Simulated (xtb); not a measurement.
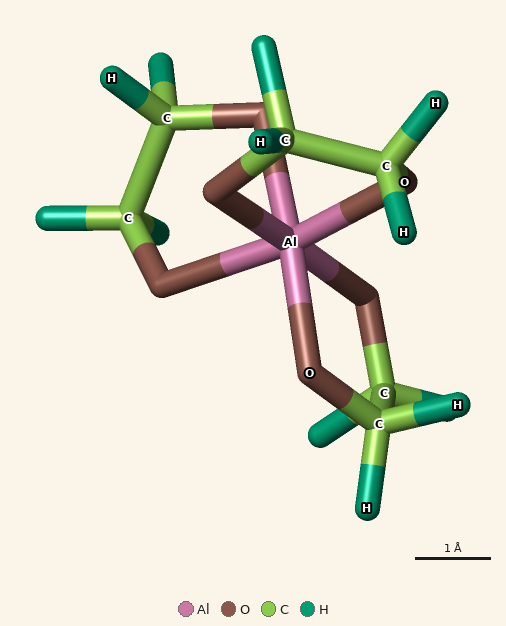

*The input geometry (stick view, seen at a tilt). Sticks mark near contacts.*

Bond lengths as drawn: Al–O 1.93 to 2.01 Å, C–C 1.42 to 1.54 Å, C–H 1.00 to 1.31 Å and C–O 1.31 to 1.42 Å.

## Geometry relaxation of C$_{6}$H$_{12}$AlO$_{6}$ (charge −3) (part 1 of 4)

The run: geometry relaxation of C$_{6}$H$_{12}$AlO$_{6}$, charge −3. Method and program: GFN2-xTB (xtb 6.7.1 later snapshot).

## The input (struc.xyz)
```
25
[Al(eg)3]3-
Al    -0.03835000     0.00640000     0.02240000
O      0.10954000    -0.10050000     1.96449000
C      1.38236000     0.25676000     2.38212000
C      2.34322000    -0.17768000     1.42848000
O      1.97368000    -0.04485000     0.06671000
H      1.51191000    -0.27385000     3.34900000
H      1.50248000     1.37897000     2.54671000
H      2.60374000    -1.46421000     1.48260000
H      3.37484000     0.28037000     1.59819000
O     -2.00692000     0.15512000     0.00321000
C     -2.43285000     1.38068000    -0.19581000
C     -1.34089000     2.38860000     0.21432000
O     -0.13433000     1.92739000    -0.06467000
H     -3.31904000     1.49497000     0.24562000
H     -2.54544000     1.55257000    -1.31171000
H     -1.46849000     2.51225000     1.38054000
H     -1.52329000     3.42603000    -0.26265000
O     -0.07490000    -1.98101000    -0.07190000
C      0.31435000    -2.28372000    -1.33568000
C     -0.18978000    -1.36919000    -2.42490000
O      0.01468000    -0.09873000    -1.98253000
H     -0.28071000    -3.40220000    -1.59791000
H      1.30150000    -2.62885000    -1.53476000
H     -1.27417000    -1.58048000    -2.58960000
H      0.19649000    -1.61840000    -3.42311000
```

Run as:
```bash
xtb struc.xyz -o lax -c -3 --gfn 2 > out.txt 2> xtb.err
```

## Log
```
* xtb version 6.7.1
   ID    Z sym.   atoms
    1   13 Al     1
    2    8 O      2, 5, 10, 13, 18, 21
    3    6 C      3, 4, 11, 12, 19, 20
    4    1 H      6-9, 14-17, 22-25

           -------------------------------------------------
          |                Calculation Setup                |
           -------------------------------------------------

          program call               : xtb struc.xyz -o lax -c -3 --gfn 2
          coordinate file            : struc.xyz
          omp threads                :                     1

           -------------------------------------------------
          |                 G F N 2 - x T B                 |
           -------------------------------------------------

      * Hamiltonian:
        H0-scaling (s, p, d)           1.850000    2.230000    2.230000
        zeta-weighting                 0.500000
      * Dispersion:
        s8                             2.700000
        a1                             0.520000
        a2                             5.000000
        s9                             5.000000
      * Repulsion:
        kExp                           1.500000    1.000000
        rExp                           1.000000
      * Coulomb:
        alpha                          2.000000
        third order                    shell-resolved
        anisotropic                    true
        a3                             3.000000
        a5                             4.000000
        cn-shift                       1.200000
        cn-exp                         4.000000
        max-rad                        5.000000

          ...................................................
          :                      SETUP                      :
          :.................................................:
          :  # basis functions                  70          :
          :  # atomic orbitals                  69          :
          :  # shells                           39          :
          :  # electrons                        78          :
          :  max. iterations                   250          :
          :  Hamiltonian                  GFN2-xTB          :
          :  restarted?                      false          :
          :  GBSA solvation                  false          :
          :  PC potential                    false          :
          :  electronic temp.          300.0000000     K    :
          :  accuracy                    1.0000000          :
          :  -> integral cutoff          0.2500000E+02      :
          :  -> integral neglect         0.1000000E-07      :
          :  -> SCF convergence          0.1000000E-05 Eh   :
          :  -> wf. convergence          0.1000000E-03 e    :
          :  Broyden damping             0.4000000          :
          :  net charge                         -3          :
          :  unpaired electrons                  0          :
          ...................................................

 iter      E             dE          RMSdq      gap      omega  full diag
   1    -44.5773600 -0.445774E+02  0.767E+00    8.17       0.0  T
   2    -45.0278983 -0.450538E+00  0.447E+00    6.44       1.0  T
   3    -45.0457852 -0.178869E-01  0.243E+00    6.78       1.0  T
   4    -45.0477724 -0.198727E-02  0.599E-01    6.37       1.0  T
   5    -45.0491811 -0.140865E-02  0.214E-01    6.62       1.0  T
   6    -45.0493275 -0.146455E-03  0.502E-02    6.62       1.0  T
   7    -45.0493310 -0.347462E-05  0.279E-02    6.61       1.0  T
   8    -45.0493317 -0.684291E-06  0.773E-03    6.61       2.6  T
   9    -45.0493319 -0.172457E-06  0.390E-03    6.61       5.1  T
  10    -45.0493319 -0.165170E-07  0.187E-03    6.61      10.7  T
  11    -45.0493319 -0.720021E-09  0.385E-04    6.61      51.9  T
  12    -45.0493319 -0.798984E-09  0.149E-04    6.61     134.4  T

   *** convergence criteria satisfied after 12 iterations ***

         #    Occupation            Energy/Eh            Energy/eV
      -------------------------------------------------------------
         1        2.0000           -0.2062029              -5.6111
       ...           ...                  ...                  ...
        33        2.0000            0.0850987               2.3157
        34        2.0000            0.0925539               2.5185
        35        2.0000            0.0933935               2.5414
        36        2.0000            0.1022326               2.7819
        37        2.0000            0.1035953               2.8190
        38        2.0000            0.1070061               2.9118
        39        2.0000            0.1077154               2.9311 (HOMO)
        40                          0.3507153               9.5434 (LUMO)
        41                          0.3799456              10.3388
        42                          0.4177818              11.3684
        43                          0.4636674              12.6170
        44                          0.4787485              13.0274
       ...                                ...                  ...
        69                          1.6490964              44.8742
      -------------------------------------------------------------
                  HL-Gap            0.2429999 Eh            6.6124 eV
             Fermi-level            0.2292154 Eh            6.2373 eV

 SCC (total)                   0 d,  0 h,  0 min,  0.022 sec
 SCC setup                      ...        0 min,  0.000 sec (  0.564%)
 Dispersion                     ...        0 min,  0.000 sec (  0.758%)
 classical contributions        ...        0 min,  0.000 sec (  0.186%)
 integral evaluation            ...        0 min,  0.003 sec ( 13.193%)
 iterations                     ...        0 min,  0.012 sec ( 54.570%)
 molecular gradient             ...        0 min,  0.007 sec ( 30.026%)
 printout                       ...        0 min,  0.000 sec (  0.639%)

         :::::::::::::::::::::::::::::::::::::::::::::::::::::
         ::                     SUMMARY                     ::
         :::::::::::::::::::::::::::::::::::::::::::::::::::::
         :: total energy             -44.759117235684 Eh    ::
         :: gradient norm              0.244707865185 Eh/a0 ::
         :: HOMO-LUMO gap              6.612363208474 eV    ::
         ::.................................................::
         :: SCC energy               -45.049107314696 Eh    ::
         :: -> isotropic ES            0.982392915438 Eh    ::
         :: -> anisotropic ES          0.014497186926 Eh    ::
         :: -> anisotropic XC         -0.013896676470 Eh    ::
         :: -> dispersion             -0.028255007196 Eh    ::
         :: repulsion energy           0.289990079012 Eh    ::
         :: add. restraining           0.000000000000 Eh    ::
         :: total charge              -3.000000000000 e     ::
         :::::::::::::::::::::::::::::::::::::::::::::::::::::

      -----------------------------------------------------------
     |                   =====================                   |
     |                        A N C O P T                        |
     |                   =====================                   |
     |               Approximate Normal Coordinate               |
     |                Rational Function Optimizer                |
      -----------------------------------------------------------

          ...................................................
          :                      SETUP                      :
          :.................................................:
          :   optimization level               lax          :
          :   max. optcycles                   200          :
          :   ANC micro-cycles                  20          :
          :   degrees of freedom                69          :
          :.................................................:
          :   RF solver                   davidson          :
          :   write xtbopt.log                true          :
          :   linear?                        false          :
          :   energy convergence         0.2000000E-04 Eh   :
          :   grad. convergence          0.2500000E-02 Eh/α :
          :   maximum RF displ.          1.0000000          :
          :   Hlow (freq-cutoff)         0.1000000E-01      :
          :   Hmax (freq-cutoff)         5.0000000          :
          :   S6 in model hess.         20.0000000          :
          ...................................................

generating ANC from exact Hessian ...
Using Lindh-Hessian (1995)
 Shifting diagonal of input Hessian by    8.5773310153476768E-003
 Lowest  eigenvalues of input Hessian
    0.000000    0.000000    0.000000    0.000000    0.000000    0.000000
    0.010000    0.010182    0.010798    0.010962    0.011945    0.012428
    0.018609    0.019502    0.021312    0.022394    0.031009    0.031919
 Highest eigenvalues
    1.445722    1.565342    1.581885    1.628221    1.668038    1.775981

........................................................................
.............................. CYCLE    1 ..............................
........................................................................

 iter      E             dE          RMSdq      gap      omega  full diag
   1    -45.0493319 -0.450493E+02  0.501E-05    6.61       0.0  T
   2    -45.0493319 -0.859757E-11  0.329E-05    6.61     607.5  T
   3    -45.0493319 -0.689226E-12  0.192E-05    6.61    1043.4  T
     SCC iter.                  ...        0 min,  0.004 sec
     gradient                   ...        0 min,  0.006 sec
 * total energy  :   -44.7591172 Eh     change       -0.2766143E-10 Eh
   gradient norm :     0.2447073 Eh/α   predicted     0.0000000E+00 (-100.00%)
   displ. norm   :     0.4187590 α      lambda       -0.7026071E-01
   maximum displ.:     0.1411488 α      in ANC's #33, #25, #49, ...

........................................................................
.............................. CYCLE    2 ..............................
........................................................................

 iter      E             dE          RMSdq      gap      omega  full diag
   1    -45.0726139 -0.450726E+02  0.535E-01    8.11       0.0  T
   2    -45.0728019 -0.188034E-03  0.317E-01    8.14       1.0  T
   3    -45.0728120 -0.101078E-04  0.919E-02    8.10       1.0  T
   4    -45.0728352 -0.231549E-04  0.331E-02    8.11       1.0  T
   5    -45.0728370 -0.185105E-05  0.101E-02    8.11       2.0  T
   6    -45.0728371 -0.639555E-07  0.428E-03    8.11       4.7  T
   7    -45.0728371 -0.233002E-07  0.197E-03    8.11      10.1  T
   8    -45.0728371 -0.238418E-08  0.517E-04    8.11      38.7  T
   9    -45.0728371 -0.454939E-09  0.243E-04    8.11      82.4  T
     SCC iter.                  ...        0 min,  0.009 sec
     gradient                   ...        0 min,  0.006 sec
 * total energy  :   -44.8073482 Eh     change       -0.4823096E-01 Eh
   gradient norm :     0.1106584 Eh/α   predicted    -0.4130211E-01 ( -14.37%)
   displ. norm   :     0.3119728 α      lambda       -0.2501432E-01
   maximum displ.:     0.0920389 α      in ANC's #36, #49, #66, ...

........................................................................
.............................. CYCLE    3 ..............................
........................................................................

 iter      E             dE          RMSdq      gap      omega  full diag
   1    -45.0882222 -0.450882E+02  0.402E-01    8.54       0.0  T
   2    -45.0883832 -0.160987E-03  0.242E-01    8.55       1.0  T
   3    -45.0884107 -0.275273E-04  0.859E-02    8.56       1.0  T
   4    -45.0884143 -0.354124E-05  0.329E-02    8.56       1.0  T
   5    -45.0884173 -0.301051E-05  0.112E-02    8.56       1.8  T
   6    -45.0884173 -0.704612E-07  0.582E-03    8.56       3.4  T
   7    -45.0884173 -0.156810E-07  0.294E-03    8.56       6.8  T
   8    -45.0884174 -0.233502E-08  0.506E-04    8.56      39.5  T
   9    -45.0884174 -0.924153E-09  0.269E-04    8.56      74.3  T
     SCC iter.                  ...        0 min,  0.009 sec
     gradient                   ...        0 min,  0.006 sec
 * total energy  :   -44.8200607 Eh     change       -0.1271254E-01 Eh
   gradient norm :     0.0350404 Eh/α   predicted    -0.1372447E-01 (   7.96%)
   displ. norm   :     0.1577547 α      lambda       -0.3085254E-02
   maximum displ.:     0.0678115 α      in ANC's #21, #22, #17, ...

........................................................................
.............................. CYCLE    4 ..............................
........................................................................

 iter      E             dE          RMSdq      gap      omega  full diag
   1    -45.0872187 -0.450872E+02  0.190E-01    8.59       0.0  T
   2    -45.0872588 -0.401483E-04  0.124E-01    8.59       1.0  T
   3    -45.0872621 -0.324496E-05  0.546E-02    8.59       1.0  T
   4    -45.0872633 -0.126424E-05  0.245E-02    8.59       1.0  T
   5    -45.0872642 -0.869779E-06  0.120E-02    8.59       1.7  T
   6    -45.0872642 -0.864951E-08  0.473E-03    8.59       4.2  T
   7    -45.0872642 -0.176845E-07  0.124E-03    8.59      16.1  T
   8    -45.0872642 -0.951971E-09  0.478E-04    8.59      41.9  T
   9    -45.0872642 -0.228965E-09  0.164E-04    8.59     122.0  T
     SCC iter.                  ...        0 min,  0.009 sec
     gradient                   ...        0 min,  0.006 sec
 * total energy  :   -44.8213364 Eh     change       -0.1275700E-02 Eh
   gradient norm :     0.0186492 Eh/α   predicted    -0.1581027E-02 (  23.93%)
   displ. norm   :     0.0894058 α      lambda       -0.8278435E-03
   maximum displ.:     0.0314082 α      in ANC's #5, #7, #17, ...

........................................................................
.............................. CYCLE    5 ..............................
........................................................................

 iter      E             dE          RMSdq      gap      omega  full diag
   1    -45.0865417 -0.450865E+02  0.984E-02    8.58       0.0  T
   2    -45.0865557 -0.140486E-04  0.735E-02    8.58       1.0  T
   3    -45.0865568 -0.102623E-05  0.430E-02    8.58       1.0  T
   4    -45.0865568 -0.311073E-07  0.152E-02    8.58       1.3  T
   5    -45.0865574 -0.606126E-06  0.579E-03    8.58       3.5  T
   6    -45.0865574 -0.101570E-07  0.199E-03    8.58      10.0  T
   7    -45.0865574 -0.236788E-08  0.468E-04    8.58      42.7  T
   8    -45.0865574 -0.198099E-09  0.211E-04    8.58      95.0  T
     SCC iter.                  ...        0 min,  0.008 sec
     gradient                   ...        0 min,  0.006 sec
 * total energy  :   -44.8218339 Eh     change       -0.4975189E-03 Eh
   gradient norm :     0.0090352 Eh/α   predicted    -0.4172292E-03 ( -16.14%)
   displ. norm   :     0.0543690 α      lambda       -0.1768648E-03
   maximum displ.:     0.0284390 α      in ANC's #5, #10, #6, ...

........................................................................
.............................. CYCLE    6 ..............................
........................................................................
```
